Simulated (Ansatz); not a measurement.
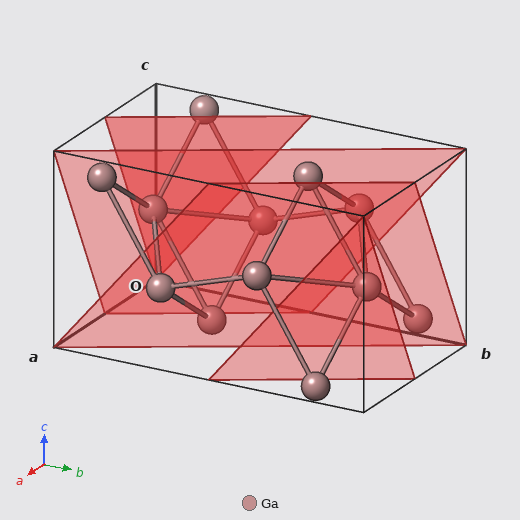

Crystal: Ga, coordinates from a relaxation at fixed volume with DFT HSE06, scalar-relativistic, plane waves, PAW (Ansatz 0.2.0). Every member of one family of equally spaced planes, hx + ky + lz = a whole number, that cuts the unit cell is shaded (one member passes through the origin O). The drawing is computed from the coordinates (standard cell, symmetry found to 0.002 Å).

a = 4.473 Å, b = 7.652 Å, c = 4.549 Å, α = 90.00°, β = 90.00°, γ = 90.00°.

**What are the Miller indices?**

(2 2 −1); the opposite sign names the same planes. The member next to the origin meets the axes a at 1/2, b at 1/2, c at −1.

**What is the spacing?**

d = 1.777 Å.

**Which atoms of the cell lie in these planes (within 0.03 Å)?**

No atom.

**The space group is Cmce, No. 64. How many reflections hkl are equivalent to this one (itself included), and does it occur?**

8 reflections are equivalent in the Laue class mmm. The space group allows the reflection.
